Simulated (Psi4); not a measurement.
SF4: molecular dynamics (part 2 of 2)

The same run, continued: SF4, SMILES FS(F)(F)F; B3LYP/6-31G*, RKS (Psi4 1.11). The geometry comes from this level: PBE0-D4/def2-TZVP.

Geometry of the input (Å):
```
F  -0.5612  -0.2280  1.1728
S  0.0640  -0.3574  -0.2430
F  1.5367  -0.4620  0.4914
F  -1.4401  -0.0773  -0.8582
F  0.4006  1.1246  -0.5631
```

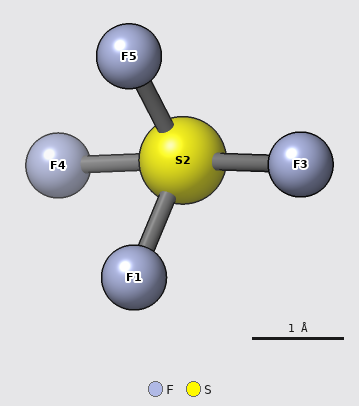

*The geometry at step 8 of the log (ball-and-stick view, seen at a tilt; atoms are numbered from 1 in the order of the input).*

## Output, continued
```
  ==> DFJKGrad: Density-Fitted SCF Gradients <==

    Gradient:                    1
    J tasked:                  Yes
    K tasked:                  Yes
    wK tasked:                  No
    Integrals threads:           1
    Memory [MiB]:             1144
    Schwarz Cutoff:          1E-12
    Fitting Condition:       1E-10

   => Auxiliary Basis Set <=

  Basis Set: (6-31G* AUX)
    Blend: CC-PVDZ-JKFIT
    Number of shells: 132
    Number of basis functions: 454
    Number of Cartesian functions: 454
    Spherical Harmonics?: false
    Max angular momentum: 3

  ==> DFT Potential <==

   => LibXC <=

    Version 7.1.2

   => Composite Functional: B3LYP <=

    B3LYP Hyb-GGA Exchange-Correlation Functional

    Deriv               =              1
    GGA                 =           TRUE
    Meta                =          FALSE

    Exchange Hybrid     =           TRUE
    MP2 Hybrid          =          FALSE

   => Exchange Functionals <=

    0.0800   Slater exchange
    0.7200         Becke 88

   => Exact (HF) Exchange <=

    0.2000               HF

   => Correlation Functionals <=

    0.1900   Vosko, Wilk & Nusair (VWN5_RPA)
    0.8100   Lee, Yang & Parr

   => LibXC Density Thresholds  <==

    XC_HYB_GGA_XC_B3LYP:  1.00E-15

   => Molecular Quadrature <=

    Radial Scheme          =       TREUTLER
    Pruning Scheme         =           NONE
    Nuclear Scheme         =       TREUTLER

    Blocking Scheme        =         OCTREE
    BS radius alpha        =              1
    Pruning alpha          =              1
    Radial Points          =             75
    Spherical Points       =            302
    Total Points           =         108232
    Total Blocks           =            867
    Max Points             =            256
    Max Functions          =             77
    Weights Tolerance      =       1.00E-15

  -Total Gradient:
     Atom            X                  Y                   Z
    ------   -----------------  -----------------  -----------------
       1       -0.015913390053    -0.007085776796    -0.009811885277
       2        0.013271627519     0.082343062069     0.003862922012
       3       -0.010425092662    -0.015107127823    -0.012465583368
       4        0.029659867073    -0.009923190780     0.020034702781
       5       -0.017012875969    -0.049965240781    -0.001820514582

	total time  =          1 seconds =       0.02 minutes
```

## Standard output
```
step   0  Epot  -21699.894713  Ekin  0.602928  Etot  -21699.291785 eV  T   932.9 K
step   1  Epot  -21699.883303  Ekin  0.591478  Etot  -21699.291824 eV  T   915.2 K
step   2  Epot  -21699.869890  Ekin  0.578040  Etot  -21699.291850 eV  T   894.4 K
step   3  Epot  -21699.854872  Ekin  0.563011  Etot  -21699.291861 eV  T   871.1 K
step   4  Epot  -21699.838686  Ekin  0.546828  Etot  -21699.291858 eV  T   846.1 K
step   5  Epot  -21699.821798  Ekin  0.529955  Etot  -21699.291843 eV  T   820.0 K
step   6  Epot  -21699.804685  Ekin  0.512867  Etot  -21699.291818 eV  T   793.5 K
step   7  Epot  -21699.787819  Ekin  0.496032  Etot  -21699.291787 eV  T   767.5 K
step   8  Epot  -21699.771642  Ekin  0.479889  Etot  -21699.291753 eV  T   742.5 K
step   9  Epot  -21699.756551  Ekin  0.464832  Etot  -21699.291719 eV  T   719.2 K
step  10  Epot  -21699.742878  Ekin  0.451190  Etot  -21699.291687 eV  T   698.1 K
step  11  Epot  -21699.730876  Ekin  0.439214  Etot  -21699.291662 eV  T   679.6 K
step  12  Epot  -21699.720708  Ekin  0.429065  Etot  -21699.291643 eV  T   663.9 K
step  13  Epot  -21699.712444  Ekin  0.420813  Etot  -21699.291631 eV  T   651.1 K
step  14  Epot  -21699.706058  Ekin  0.414430  Etot  -21699.291628 eV  T   641.2 K
step  15  Epot  -21699.701433  Ekin  0.409801  Etot  -21699.291632 eV  T   634.1 K
```

## Trajectory as extended XYZ (Å, eV, eV/Å), 16 frames, from step=0 to step=15
```
5
Properties=species:S:1:pos:R:3:forces:R:3 step=0 energy=-21699.89489
F    -0.5612   -0.2280    1.1728   -0.6384   0.0891   1.4342
S     0.0640   -0.3574   -0.2430    0.3004  -1.6832  -1.1453
F     1.5367   -0.4620    0.4914    0.7435  -0.0539   0.3702
F    -1.4401   -0.0773   -0.8582   -0.7586   0.1398  -0.3110
F     0.4006    1.1246   -0.5631    0.3567   1.4887  -0.3615
5
Properties=species:S:1:pos:R:3:forces:R:3 step=1 energy=-21699.88348
F    -0.5669   -0.2307    1.1717   -0.5615   0.1181   1.4198
S     0.0662   -0.3523   -0.2428    0.2382  -2.0308  -1.1343
F     1.5359   -0.4644    0.4943    0.7590   0.0153   0.4137
F    -1.4367   -0.0795   -0.8559   -0.8572   0.1807  -0.3705
F     0.4001    1.1233   -0.5676    0.4269   1.6946  -0.3437
5
Properties=species:S:1:pos:R:3:forces:R:3 step=2 energy=-21699.87007
F    -0.5727   -0.2334    1.1708   -0.4785   0.1459   1.3951
S     0.0683   -0.3474   -0.2426    0.1724  -2.3667  -1.1099
F     1.5352   -0.4668    0.4973    0.7707   0.0834   0.4545
F    -1.4334   -0.0817   -0.8537   -0.9517   0.2199  -0.4296
F     0.3997    1.1223   -0.5721    0.4949   1.8934  -0.3261
5
Properties=species:S:1:pos:R:3:forces:R:3 step=3 energy=-21699.85505
F    -0.5786   -0.2361    1.1700   -0.3901   0.1727   1.3609
S     0.0705   -0.3426   -0.2426    0.1037  -2.6873  -1.0731
F     1.5345   -0.4691    0.5003    0.7783   0.1504   0.4923
F    -1.4302   -0.0839   -0.8515   -1.0413   0.2570  -0.4882
F     0.3993    1.1215   -0.5767    0.5599   2.0820  -0.3085
5
Properties=species:S:1:pos:R:3:forces:R:3 step=4 energy=-21699.83886
F    -0.5845   -0.2387    1.1695   -0.2969   0.1984   1.3179
S     0.0727   -0.3381   -0.2426    0.0329  -2.9888  -1.0253
F     1.5340   -0.4715    0.5034    0.7817   0.2158   0.5269
F    -1.4272   -0.0860   -0.8493   -1.1253   0.2920  -0.5458
F     0.3990    1.1209   -0.5814    0.6211   2.2572  -0.2902
5
Properties=species:S:1:pos:R:3:forces:R:3 step=5 energy=-21699.82197
F    -0.5905   -0.2413    1.1691   -0.1999   0.2227   1.2671
S     0.0750   -0.3337   -0.2427   -0.0392  -3.2676  -0.9677
F     1.5336   -0.4738    0.5065    0.7808   0.2795   0.5580
F    -1.4243   -0.0881   -0.8473   -1.2030   0.3247  -0.6021
F     0.3988    1.1207   -0.5860    0.6777   2.4155  -0.2706
5
Properties=species:S:1:pos:R:3:forces:R:3 step=6 energy=-21699.80486
F    -0.5965   -0.2439    1.1688   -0.0998   0.2456   1.2092
S     0.0772   -0.3296   -0.2428   -0.1119  -3.5200  -0.9021
F     1.5332   -0.4761    0.5098    0.7755   0.3411   0.5853
F    -1.4215   -0.0901   -0.8453   -1.2737   0.3550  -0.6568
F     0.3986    1.1207   -0.5907    0.7289   2.5540  -0.2494
5
Properties=species:S:1:pos:R:3:forces:R:3 step=7 energy=-21699.78800
F    -0.6025   -0.2465    1.1688    0.0025   0.2669   1.1452
S     0.0793   -0.3258   -0.2431   -0.1843  -3.7430  -0.8299
F     1.5330   -0.4783    0.5131    0.7659   0.4006   0.6086
F    -1.4190   -0.0921   -0.8434   -1.3369   0.3827  -0.7096
F     0.3986    1.1211   -0.5954    0.7740   2.6696  -0.2258
5
Properties=species:S:1:pos:R:3:forces:R:3 step=8 energy=-21699.77182
F    -0.6085   -0.2490    1.1688    0.1061   0.2864   1.0758
S     0.0815   -0.3223   -0.2434   -0.2557  -3.9335  -0.7530
F     1.5329   -0.4805    0.5164    0.7518   0.4576   0.6278
F    -1.4165   -0.0941   -0.8416   -1.3920   0.4079  -0.7602
F     0.3986    1.1218   -0.6002    0.8125   2.7597  -0.1994
5
Properties=species:S:1:pos:R:3:forces:R:3 step=9 energy=-21699.75673
F    -0.6144   -0.2515    1.1690    0.2105   0.3040   1.0019
S     0.0837   -0.3190   -0.2437   -0.3254  -4.0891  -0.6730
F     1.5328   -0.4827    0.5199    0.7333   0.5121   0.6428
F    -1.4143   -0.0960   -0.8398   -1.4386   0.4304  -0.8082
F     0.3988    1.1229   -0.6050    0.8440   2.8223  -0.1696
5
Properties=species:S:1:pos:R:3:forces:R:3 step=10 energy=-21699.74305
F    -0.6204   -0.2539    1.1693    0.3148   0.3195   0.9243
S     0.0858   -0.3161   -0.2441   -0.3928  -4.2079  -0.5912
F     1.5329   -0.4847    0.5234    0.7106   0.5638   0.6534
F    -1.4123   -0.0979   -0.8382   -1.4762   0.4502  -0.8534
F     0.3990    1.1243   -0.6098    0.8680   2.8555  -0.1361
5
Properties=species:S:1:pos:R:3:forces:R:3 step=11 energy=-21699.73105
F    -0.6263   -0.2563    1.1698    0.4186   0.3328   0.8437
S     0.0879   -0.3135   -0.2446   -0.4575  -4.2889  -0.5091
F     1.5330   -0.4867    0.5271    0.6836   0.6126   0.6596
F    -1.4104   -0.0996   -0.8367   -1.5047   0.4674  -0.8956
F     0.3994    1.1261   -0.6146    0.8843   2.8585  -0.0985
5
Properties=species:S:1:pos:R:3:forces:R:3 step=12 energy=-21699.72088
F    -0.6322   -0.2587    1.1703    0.5213   0.3440   0.7607
S     0.0900   -0.3112   -0.2451   -0.5190  -4.3314  -0.4279
F     1.5332   -0.4887    0.5308    0.6525   0.6583   0.6614
F    -1.4087   -0.1014   -0.8353   -1.5239   0.4820  -0.9345
F     0.3999    1.1282   -0.6194    0.8930   2.8308  -0.0567
5
Properties=species:S:1:pos:R:3:forces:R:3 step=13 energy=-21699.71262
F    -0.6380   -0.2610    1.1710    0.6224   0.3529   0.6761
S     0.0920   -0.3092   -0.2456   -0.5770  -4.3358  -0.3487
F     1.5336   -0.4905    0.5346    0.6174   0.7010   0.6589
F    -1.4072   -0.1030   -0.8340   -1.5336   0.4939  -0.9700
F     0.4005    1.1307   -0.6243    0.8941   2.7726  -0.0107
5
Properties=species:S:1:pos:R:3:forces:R:3 step=14 energy=-21699.70623
F    -0.6437   -0.2633    1.1717    0.7216   0.3597   0.5905
S     0.0940   -0.3075   -0.2461   -0.6315  -4.3029  -0.2720
F     1.5339   -0.4922    0.5384    0.5785   0.7405   0.6521
F    -1.4060   -0.1047   -0.8329   -1.5340   0.5033  -1.0019
F     0.4012    1.1336   -0.6291    0.8879   2.6850   0.0395
5
Properties=species:S:1:pos:R:3:forces:R:3 step=15 energy=-21699.70161
F    -0.6493   -0.2655    1.1725    0.8183   0.3644   0.5046
S     0.0959   -0.3062   -0.2467   -0.6825  -4.2343  -0.1986
F     1.5344   -0.4939    0.5424    0.5361   0.7768   0.6410
F    -1.4049   -0.1062   -0.8319   -1.5252   0.5103  -1.0302
F     0.4020    1.1368   -0.6339    0.8748   2.5693   0.0936
```

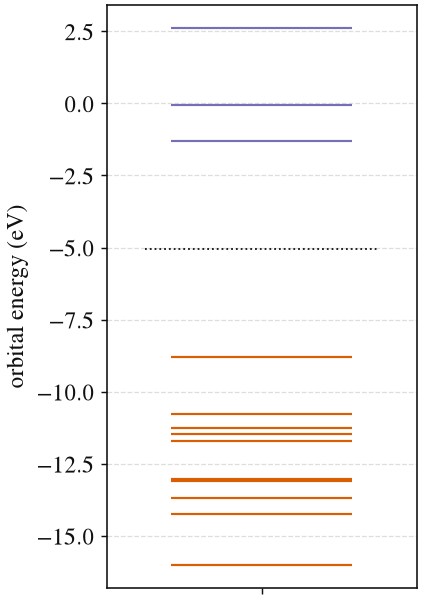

*Orbital energies near the frontier; the dotted line parts filled from empty levels, and levels within 0.02 eV of each other stand side by side.*

Highest filled −8.81 eV, lowest empty −1.31 eV, 7.50 eV apart.

## Key numbers

```csv
quantity,value
outcome,finished
trajectory,"16 frames kept"
potential energy (last step),−797.449326 hartree
basis functions (last step),79
HOMO (last step),−8.81 eV
LUMO (last step),−1.31 eV
dipole moment (last step),0.63 D
hardware,"1 thread of Intel Xeon (Granite Rapids), 16 GiB of memory available, shared host"
wall time,47 s
peak memory,0.68 GiB
```
